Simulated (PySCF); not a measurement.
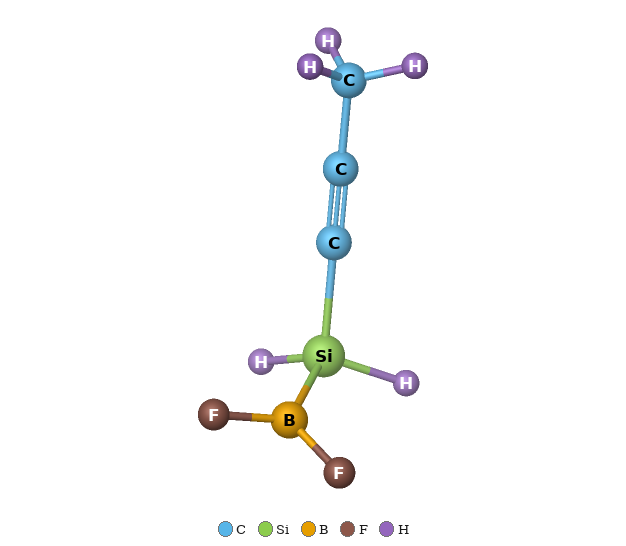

Ball-and-stick drawing of a structure. Double and triple bonds are drawn as two and three sticks.

The geometry was computed by an optimisation with GFN2-xTB. No frequency run is at hand to confirm it as a minimum.

Q: What is the molecular formula?

A: C3H5BF2Si, 12 atoms: 3 carbon, 5 hydrogen, 1 boron, 2 fluorine and 1 silicon.

Q: How many bonds of each kind are drawn?

A: 3 C–H, 2 C–C, 2 B–F, 2 Si–H, 1 C–Si, 1 B–Si.

Q: Describe its rings.

A: It has no ring.

Q: Name functional groups in it.

A: Among them: alkyne, Si–H bond.
